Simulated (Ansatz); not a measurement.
# TePb (Fm-3m): zone-centre modes against carrier density, part 2 of 2

Aim: how far do free carriers move the optical modes of TePb (Fm-3m)?

Ansatz 0.2.0; DFT LDA, scalar-relativistic, plane waves, PAW; PAW set soft_1.

So far. Step 4 (Tight relaxation): The forces vanish by symmetry and the pressure is 0.000 GPa, within the tolerances set. The cell now holds 32.47 Å³/atom.

## Step 5: Ground state of a member: no carriers

The cell of the neutral crystal is kept with no carriers. The bands are sampled on 30×30×30 points with Fermi-Dirac filling of 0.03 eV.

input.yaml reads:

```yaml
crystal:
  lattice:
    - [0.0, 3.1901259286, 3.1901259286]
    - [3.1901259286, 0.0, 3.1901259286]
    - [3.1901259286, 3.1901259286, 0.0]
  atoms:
    - { symbol: Te, position: [0.5, 0.5, 0.5] }
    - { symbol: Pb, position: [0.0, 0.0, 0.0] }
kpoints:
  mp_grid: { grid: [30, 30, 30] }
hamiltonian:
  xc: lda
  pseudopotentials: { kind: paw, azcp: { folder: soft_1 }, xc_functional: pbe }
scf:
  occupations: { method: fermi_dirac, width: 0.03 }
output:
  forces: true
  stress: true
  eigenvalues: true
```

On the command line:

```sh
$ ansatz run input.yaml --threads 8 --pin off --max-ram 16384MiB --backend cpu --events-out ev --progress --plain --runs-dir out
```

Numbers of over 12 decimals in the logs are rounded to 6 here.

What it wrote:

```text
[...]
Crystal: 2 atoms, lattice volume = 64.931 Å³
Basis set: ecut = 420 eV, 1243 PW (Γ)
Bands: 19, of which v1, the nominal top of the filled ones, is band 15 counted from 1 (14 counted from 0)
Symmetry: 48 space group operations
[...]
k-points: 752 of 27000
[...]
SCF iter   1: F=—  HF=-18432.522372 eV  |F-HF|=—  |Δ(HF+E_count)|=         —  Δρ=2.55e-2  dr2=1.14e0  ethr=3.10e-3  ⟨swp⟩=8.0  Hψ=85379  notcnv=0
[...]
SCF iter   7: F=-18432.131795 eV  HF=-18432.131795 eV  |F-HF|=5.42e-9  |Δ(HF+E_count)|=   5.38e-8  Δρ=3.27e-6  dr2=7.83e-9  ethr=2.23e-10  ⟨swp⟩=2.9  Hψ=51744  notcnv=0
SCF 1 converged in 7 iterations: F = -18432.131795 eV  dr2 = 7.83e-9
[...]
SCF converged after 7 iterations
Free energy (F): -18432.131795 eV
[...]
Internal energy: -18432.131795 eV  (E = F + TS)
E sigma→0 (E₀):  -18432.131795 eV
Entropy (-TS):   -0.000000 eV (-0.000 meV/atom)
Fermi energy:    9.341767 eV
[...]
--- Stress (GPa, compression-positive) ---
       -0.000673       0.000000       0.000000
        0.000000      -0.000673      -0.000000
       -0.000000       0.000000      -0.000673
  P = ⅓ Tr σ = -0.0007 GPa (-0.007 kbar)
--- Band table (eV; the first three rows and the last of 752) ---
  k-point 0: bands = [... 11 lower, 3.4106, 7.5833, 7.5833, 7.5833, 13.1015, 13.1015, 13.1015, 14.8275]
  k-point 1: bands = [... 11 lower, 3.3732, 7.5863, 7.5863, 7.6060, 13.0254, 13.0481, 13.0481, 14.7917]
  k-point 2: bands = [... 11 lower, 3.2645, 7.5954, 7.5954, 7.6705, 12.8213, 12.8994, 12.8994, 14.7142]
  k-point 751: bands = [... 11 lower, 0.8443, 4.9190, 5.0973, 8.5992, 10.6907, 14.0636, 14.4440, 15.7619]
```

Run time: 9.5 s. Hardware: 8 threads of Intel Xeon at 2.70GHz, shared host; peak memory 0.98 GiB; 64 s of CPU time.

In the SCF lines HF is the Harris–Foulkes energy and dr2 the Hartree energy of the density residual, in eV; the loop may stop once dr2 is under the threshold and the program's other checks hold. Hψ counts applications of the Hamiltonian.

The forces vanish by symmetry.

## Step 6: Zone-centre modes of the member: no carriers

Phonons follow from the second derivative of the energy, found here by linear response.

The zone-centre modes follow for no carriers.

Changes to input.yaml since step 5:

```diff
@@ -16,4 +16,4 @@
 output:
-  forces: true
-  stress: true
   eigenvalues: true
+phonons:
+  method: dfpt
```

What it wrote:

```text
[...]
Crystal: 2 atoms, lattice volume = 64.931 Å³
Basis set: ecut = 420 eV, 1243 PW (Γ), exchange–correlation on 64×64×64 points (8 copies of the dense FFT grid, shifted against one another)
Bands: 19, of which v1, the nominal top of the filled ones, is band 15 counted from 1 (14 counted from 0)
Symmetry: 48 space group operations
k-points: 1992 of 27000 (irreducible under 8 space group operations, time reversal used)
[...]
SCF iter   1: F=—  HF=-18432.522372 eV  |F-HF|=—  |Δ(HF+E_count)|=         —  Δρ=2.55e-2  dr2=1.14e0  ethr=3.10e-3  ⟨swp⟩=8.1  Hψ=227847  notcnv=0
[...]
SCF iter   9: F=-18432.131795 eV  HF=-18432.131795 eV  |F-HF|=3.64e-12  |Δ(HF+E_count)|=  1.31e-10  Δρ=8.76e-8  dr2=3.66e-12  ethr=1.00e-12  ⟨swp⟩=6.0  Hψ=233496  notcnv=0
SCF 1 converged in 9 iterations: F = -18432.131795 eV  dr2 = 3.66e-12
[...]
DFPT response loops at Γ: preconditioner auto → Kerker (q_TF=auto, 2.399 Å⁻¹) (partly filled bands, converged f_vac=0.009); β = 1.00, the filter's whole step (`scf.mixing.beta` (0.50) is not read by the response loops under this deck's `scf.mixing.preconditioner`; to damp them name `kerker` or `kerker_dos`, under which they read `scf.mixing.beta`, and type it under 1.00, their step now; both keys bind the ground state too); Broyden in place of MSR1
SCF converged after 9 iterations
Free energy (F): -18432.131795 eV
[...]
Internal energy: -18432.131795 eV  (E = F + TS)
E sigma→0 (E₀):  -18432.131795 eV
Entropy (-TS):   -0.000000 eV (-0.000 meV/atom)
Fermi energy:    9.341773 eV
[...]
--- Band table (eV; the first three rows and the last of 1992) ---
  k-point 0: bands = [... 11 lower, 3.4107, 7.5833, 7.5833, 7.5833, 13.1015, 13.1015, 13.1015, 14.8275]
  k-point 1: bands = [... 11 lower, 3.3732, 7.5863, 7.5863, 7.6059, 13.0255, 13.0481, 13.0481, 14.7917]
  k-point 2: bands = [... 11 lower, 3.2645, 7.5954, 7.5954, 7.6705, 12.8213, 12.8994, 12.8994, 14.7142]
  k-point 1991: bands = [... 11 lower, 0.8444, 4.9190, 5.0973, 8.5991, 10.6908, 14.0636, 14.4440, 15.7619]
--- Phonons (Γ-DFPT): 2 representative perturbations + reference, on 1992 of 27000 k-points (Σ response iterations 6) ---
  k mesh reduced under 8 symmetry operations, with k and −k counted as one. Each operation leaves every solved perturbation unchanged. A smaller set is not used because it would not reduce the number of displacements times k-points to solve
  ASR residual: 1.224e-4 → 0.000e0 eV/Å²; symmetrization residual: 8.454e-7 eV/Å²
  ASR residual per site (eV/Å²): 2.08e-5 1.22e-4
  Γ frequencies (cm⁻¹): 0.00 0.00 0.00 47.50 47.50 47.50
  non-analytic LO–TO correction: not included (Born effective charges unavailable; polar crystals: no LO–TO splitting at Γ)
```

Elapsed: 2.3 min, on 8 threads; peak memory 6.1 GiB; 13 min of CPU time.

Numbers from this step:

* sum-rule residual before enforcement: 1.22e-4 eV/Å²
* point group: m-3m
* highest optical mode at the zone centre (no LO-TO term): 47.5 cm⁻¹
* lowest optical zone-centre mode: 47.5 cm⁻¹

Without the LO-TO term. Patterns of degenerate modes are one choice out of their space. The modes at Γ (shares of kinetic energy by element, %):

| mode | frequency (cm⁻¹) | symmetry | Te % | Pb % |
| --- | --- | --- | --- | --- |
| 1 | 0.0 | acoustic | 38 | 62 |
| 2 | 0.0 | acoustic | 38 | 62 |
| 3 | 0.0 | acoustic | 38 | 62 |
| 4 | 47.5 | T1u | 62 | 38 |
| 5 | 47.5 | T1u | 62 | 38 |
| 6 | 47.5 | T1u | 62 | 38 |

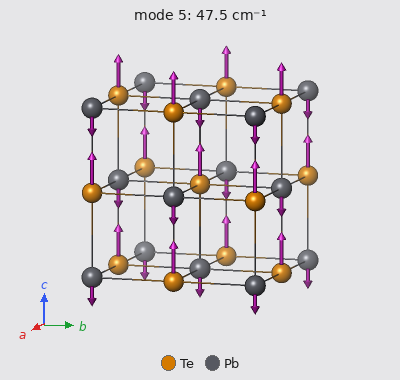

Displacement patterns of mode 5 at Γ; arrows are exaggerated. Some periodic images of atoms are drawn too.

The optical mode without the LO-TO term lies at 47.5 cm⁻¹.

## Step 7: Ground state of a member: 15 × 10²⁰ holes per cm³

The cell of the neutral crystal is kept with 15 × 10²⁰ holes per cm³, balanced by a uniform background. The bands are sampled on 30×30×30 points with Fermi-Dirac filling of 0.03 eV.

Changes to input.yaml since step 6:

```diff
@@ -8,2 +8,3 @@
     - { symbol: Pb, position: [0.0, 0.0, 0.0] }
+total_charge: 0.097397
 kpoints:
@@ -16,4 +17,4 @@
 output:
+  forces: true
+  stress: true
   eigenvalues: true
-phonons:
-  method: dfpt
```

What it wrote:

```text
[...]
Crystal: 2 atoms, lattice volume = 64.931 Å³
Basis set: ecut = 420 eV, 1243 PW (Γ)
Bands: 19, of which v1, the nominal top of the filled ones, is band 15 counted from 1 (14 counted from 0)
Symmetry: 48 space group operations
[...]
k-points: 752 of 27000
[...]
--- Band table (eV; the first three rows and the last of 752) ---
  k-point 0: bands = [... 11 lower, 3.4025, 7.5808, 7.5808, 7.5808, 13.1181, 13.1181, 13.1181, 14.8587]
  k-point 1: bands = [... 11 lower, 3.3652, 7.5838, 7.5838, 7.6035, 13.0424, 13.0647, 13.0647, 14.8242]
  k-point 2: bands = [... 11 lower, 3.2570, 7.5930, 7.5930, 7.6681, 12.8393, 12.9162, 12.9162, 14.7493]
  k-point 751: bands = [... 11 lower, 0.8557, 4.9334, 5.1109, 8.5943, 10.7098, 14.0855, 14.4603, 15.7794]
[key lines of the parts left out:]
SCF converged after 8 iterations
Free energy (F): -18432.990788 eV
Fermi energy:    8.742089 eV
P = ⅓ Tr σ = -0.3239 GPa (-3.239 kbar)
```

Wall time 8.9 s (8 threads); peak memory 0.98 GiB; 56 s of CPU time.

The forces vanish by symmetry.

## Step 8: Zone-centre modes of the member: 15 × 10²⁰ holes per cm³

The zone-centre modes follow for 15 × 10²⁰ holes per cm³.

Changes to input.yaml since step 7:

```diff
@@ -17,4 +17,4 @@
 output:
-  forces: true
-  stress: true
   eigenvalues: true
+phonons:
+  method: dfpt
```

What it wrote:

```text
[...]
Crystal: 2 atoms, lattice volume = 64.931 Å³
Basis set: ecut = 420 eV, 1243 PW (Γ), exchange–correlation on 64×64×64 points (8 copies of the dense FFT grid, shifted against one another)
Bands: 19, of which v1, the nominal top of the filled ones, is band 15 counted from 1 (14 counted from 0)
Symmetry: 48 space group operations
k-points: 1992 of 27000 (irreducible under 8 space group operations, time reversal used)
[...]
k-point 1: bands = [... 11 lower, 3.3654, 7.5839, 7.5839, 7.6035, 13.0425, 13.0648, 13.0648, 14.8242]
  k-point 2: bands = [... 11 lower, 3.2571, 7.5930, 7.5930, 7.6682, 12.8394, 12.9162, 12.9162, 14.7493]
  k-point 1991: bands = [... 11 lower, 0.8558, 4.9335, 5.1109, 8.5943, 10.7099, 14.0855, 14.4603, 15.7795]
[...]
ASR residual: 7.191e-5 → 0.000e0 eV/Å²; symmetrization residual: 7.222e-6 eV/Å²
  ASR residual per site (eV/Å²): 2.12e-5 7.19e-5
  Γ frequencies (cm⁻¹): 0.00 0.00 0.00 50.77 50.77 50.77
[...]
[key lines of the parts left out:]
SCF converged after 11 iterations
Free energy (F): -18432.990789 eV
Fermi energy:    8.742161 eV
```

The job ended after 2.2 min (8 threads; peak memory 6.1 GiB; 13 min of CPU time).

Numbers from this step:

```yaml
sum_rule_residual_before_enforcement: 7.19e-5 eV/Å²
highest_optical_mode_at_the_zone_centre_no_lo_to_term: 50.77 cm⁻¹
lowest_optical_zone_centre_mode: 50.77 cm⁻¹
```

Without the LO-TO term. Patterns of degenerate modes are one choice out of their space. Modes at Γ, with each element's share of the kinetic energy:

| mode | frequency (cm⁻¹) | symmetry | Te % | Pb % |
| --- | --- | --- | --- | --- |
| 1 | 0.0 | acoustic | 38 | 62 |
| 2 | 0.0 | acoustic | 38 | 62 |
| 3 | 0.0 | acoustic | 38 | 62 |
| 4 | 50.8 | T1u | 62 | 38 |
| 5 | 50.8 | T1u | 62 | 38 |
| 6 | 50.8 | T1u | 62 | 38 |

The optical mode without the LO-TO term lies at 50.8 cm⁻¹.

Between step 6 and this run (carriers -15 × 10²⁰ cm⁻³) the value for the highest optical mode at the zone centre (no LO-TO term) moves from 47.5 cm⁻¹ to 50.8 cm⁻¹ (+7 %).

## Step 9: A check on a coarser mesh: 2 × 10²⁰ holes per cm³

To see what the mesh is worth, the run for 2 × 10²⁰ holes per cm³ is repeated on 24×24×24 points.

Changes to input.yaml since step 8:

```diff
@@ -8,5 +8,5 @@
     - { symbol: Pb, position: [0.0, 0.0, 0.0] }
-total_charge: 0.097397
+total_charge: 0.012986
 kpoints:
-  mp_grid: { grid: [30, 30, 30] }
+  mp_grid: { grid: [24, 24, 24] }
 hamiltonian:
```

What it wrote:

```text
[...]
Crystal: 2 atoms, lattice volume = 64.931 Å³
Basis set: ecut = 420 eV, 1243 PW (Γ), exchange–correlation on 64×64×64 points (8 copies of the dense FFT grid, shifted against one another)
Bands: 19, of which v1, the nominal top of the filled ones, is band 15 counted from 1 (14 counted from 0)
Symmetry: 48 space group operations
k-points: 1063 of 13824 (irreducible under 8 space group operations, time reversal used)
[...]
k-point 1: bands = [... 11 lower, 3.3513, 7.5878, 7.5878, 7.6182, 12.9869, 13.0211, 13.0211, 14.7786]
  k-point 2: bands = [... 11 lower, 3.1851, 7.6021, 7.6021, 7.7156, 12.6889, 12.7995, 12.7995, 14.6803]
  k-point 1062: bands = [... 11 lower, 0.8383, 5.0086, 5.0086, 8.6614, 10.6212, 14.2593, 14.2593, 15.9578]
[...]
ASR residual: 7.646e-5 → 0.000e0 eV/Å²; symmetrization residual: 1.659e-5 eV/Å²
  ASR residual per site (eV/Å²): 1.69e-5 7.65e-5
  Γ frequencies (cm⁻¹): 0.00 0.00 0.00 48.47 48.47 48.47
[...]
[key lines of the parts left out:]
SCF converged after 11 iterations
Free energy (F): -18432.247933 eV
Fermi energy:    8.894536 eV
```

It took 72 s on 8 threads; peak memory 3.4 GiB.

Numbers from this step:

| Item | Value |
| --- | --- |
| sum-rule residual before enforcement | 7.65e-5 eV/Å² |
| highest optical mode at the zone centre (no LO-TO term) | 48.47 cm⁻¹ |
| lowest optical zone-centre mode | 48.47 cm⁻¹ |

The highest mode comes at 48.5 cm⁻¹, against 48.5 cm⁻¹ on 30×30×30 points.

## Step 10: A check on a coarser mesh: 10 × 10²⁰ holes per cm³

To see what the mesh is worth, the run for 10 × 10²⁰ holes per cm³ is repeated on 24×24×24 points.

Changes to input.yaml since step 9:

```diff
@@ -8,3 +8,3 @@
     - { symbol: Pb, position: [0.0, 0.0, 0.0] }
-total_charge: 0.012986
+total_charge: 0.064931
 kpoints:
```

What it wrote:

```text
[...]
Crystal: 2 atoms, lattice volume = 64.931 Å³
Basis set: ecut = 420 eV, 1243 PW (Γ), exchange–correlation on 64×64×64 points (8 copies of the dense FFT grid, shifted against one another)
Bands: 19, of which v1, the nominal top of the filled ones, is band 15 counted from 1 (14 counted from 0)
Symmetry: 48 space group operations
k-points: 1063 of 13824 (irreducible under 8 space group operations, time reversal used)
[...]
k-point 1: bands = [... 11 lower, 3.3472, 7.5866, 7.5866, 7.6170, 12.9960, 13.0300, 13.0300, 14.7963]
  k-point 2: bands = [... 11 lower, 3.1814, 7.6009, 7.6009, 7.7145, 12.6988, 12.8085, 12.8085, 14.6996]
  k-point 1062: bands = [... 11 lower, 0.8443, 5.0162, 5.0162, 8.6585, 10.6318, 14.2696, 14.2696, 15.9681]
[...]
ASR residual: 8.372e-5 → 0.000e0 eV/Å²; symmetrization residual: 1.500e-5 eV/Å²
  ASR residual per site (eV/Å²): 4.58e-6 8.37e-5
  Γ frequencies (cm⁻¹): 0.00 0.00 0.00 50.31 50.31 50.31
[...]
[key lines of the parts left out:]
SCF converged after 11 iterations
Free energy (F): -18432.706406 eV
Fermi energy:    8.773764 eV
```

The job ended after 76 s (8 threads; peak memory 3.4 GiB).

This step gave:

```yaml
sum_rule_residual_before_enforcement: 8.37e-5 eV/Å²
highest_optical_mode_at_the_zone_centre_no_lo_to_term: 50.31 cm⁻¹
lowest_optical_zone_centre_mode: 50.31 cm⁻¹
```

The highest mode comes at 50.3 cm⁻¹, against 50.2 cm⁻¹ on 30×30×30 points.

## Step 11: All members side by side

The members are set side by side, also those not shown above.

Electrons count positive and holes negative; without the LO-TO term; modes are tracked from the neutral crystal by their patterns, and those within 0.3 cm⁻¹ of each other stand once; the cell of the neutral crystal is kept and the atoms are relaxed where symmetry leaves them free; all runs use 30×30×30 k points and Fermi-Dirac smearing of 0.03 eV. Optical modes along the series:

| carriers (10²⁰ cm⁻³) | mode 4 T1u (cm⁻¹) |
| --- | --- |
| -15 | 50.77 |
| -10 | 50.17 |
| -6 | 49.54 |
| -4 | 49.07 |
| -2 | 48.46 |
| -1 | 48.07 |
| 0 | 47.5 |

## Step 12: What came out

| Property | Result |
| --- | --- |
| members | 7 |
| mode | mode 4 T1u |
| its frequency without carriers | 47.50 cm⁻¹ |
| its frequency at -15 × 10²⁰ cm⁻³ | 50.77 cm⁻¹ |

In words: At 15 × 10²⁰ holes per cm³ the optical mode has moved by +3.27 cm⁻¹ from 47.50 cm⁻¹. At 2 and 10 × 10²⁰ cm⁻³ the coarser mesh moves the optical modes by up to 0.14 cm⁻¹, a measure of the error left by the mesh there. The response is adiabatic: the carriers follow the ions at once. Where they cannot, as for a zone-centre mode faster than their scattering, measured shifts differ, and line shapes are not given here. The background stands for dopants without their size, scattering or local bonds, and the cell is that of the neutral crystal, although carriers also change the volume at rest, which would shift the modes as well. In a polar crystal the carriers also screen the field of the longitudinal modes, often the largest effect; only modes without that field are treated here. These are harmonic frequencies of a static lattice, with warm electrons: anharmonic shifts, linewidths and thermal expansion are left out. Spin-orbit coupling is left out, which can matter for the heavy elements here. The PAW files were made for PBE; the program adapts parts of them to the functional of the run, but their partial waves stay those of PBE, an approximation that was not tested in this session. Only the zone centre was solved, so an instability at another wavevector cannot show here.

[Logs are printed without paths, hosts, clocks, repeated set-up lines and the standing remarks that a program may print on its own settings, such as how far it seeks lower states.]

[Hosts, paths, dates, database ids (printed as entryN), source tags and the programs' standing remarks are cut or masked in the printed files.]
